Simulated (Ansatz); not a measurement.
```yaml
atoms:
  - { symbol: W, position_ang: [-0.1135, -0.1075, -0.0637] }
  - { symbol: O, position_ang: [-0.1435, -0.0355, 1.8290] }
  - { symbol: H, position_ang: [-0.6786, -0.2473, 2.6047] }
  - { symbol: F, position_ang: [1.7372, -0.1312, -0.1714] }
  - { symbol: F, position_ang: [-0.1006, 1.7362, -0.2783] }
  - { symbol: F, position_ang: [-1.9787, -0.0926, -0.0541] }
  - { symbol: F, position_ang: [-0.1137, -1.9692, -0.0308] }
  - { symbol: F, position_ang: [-0.2535, -0.2651, -1.9078] }
  - { symbol: H, position_ang: [1.6407, 1.7509, 1.3789] }
  - { symbol: H, position_ang: [1.4332, 1.5162, 2.0226] }
```

Core potentials replace the inner electrons of W; not at a stationary point (largest force 1.7 eV/Å).

The calculation used RKS B3LYP-D4/def2-SVP (Ansatz).

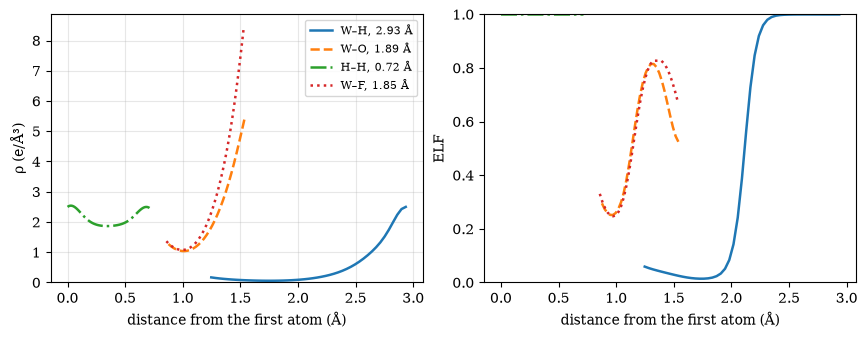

F5HOW···H2. Electron density and ELF along straight lines between neighbouring atoms. The curves leave out the atomic cores.

**What can be read from the curves?**

W1···H9 (2.93 Å): the density falls to about 0.06 e/Å³ on the way; the ELF dips to about 0 between them.
W–O (1.89 Å): ρ is about 1.1 e/Å³ halfway; the ELF peaks at about 0.80 in the valence shell of O, 0.6 Å from its nucleus, and drops to about 0.25 between the two atoms.
H–H (0.72 Å): ρ is about 1.9 e/Å³ halfway; the ELF peaks at about 1 between the atoms: an ordinary covalent bond to hydrogen.
W–F (1.85 Å): the density is about 1.1 e/Å³ at the midpoint; the ELF peaks at about 0.85 in the valence shell of F, 0.5 Å from its nucleus, and drops to about 0.25 between the two atoms.
